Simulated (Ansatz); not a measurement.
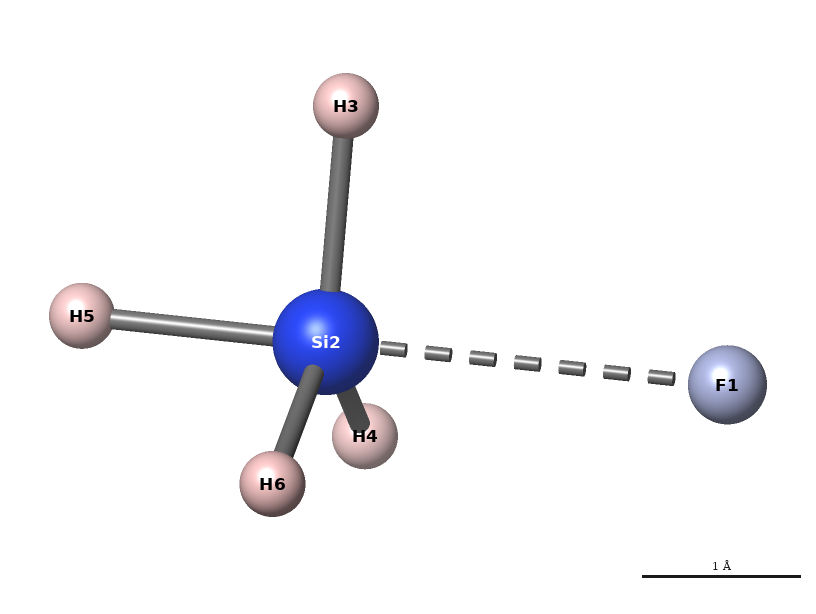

Two molecules or ions; the broken line marks their closest contact (measured against van der Waals radii). The species has charge −1 and is a spin singlet. Geometry: a pair of rigid molecules at a changed separation. Program: Ansatz 0.2.0.

Q: Which two species are they?

A: F and SiH4 (`[F-].[SiH4]`).

Q: How long is the contact?

A: F1···Si2 is 2.62 Å.

Give the counterpoise-corrected interaction energy (kJ/mol, monomers kept as in the pair) with RHF-CCSD(T) (frozen core)/def2-TZVPPD; ωB97M-V/def2-TZVPPD.

```
                                level  interaction energy (kJ/mol)
RHF-CCSD(T) (frozen core)/def2-TZVPPD                       −127.2
                  ωB97M-V/def2-TZVPPD                       −133.5
```
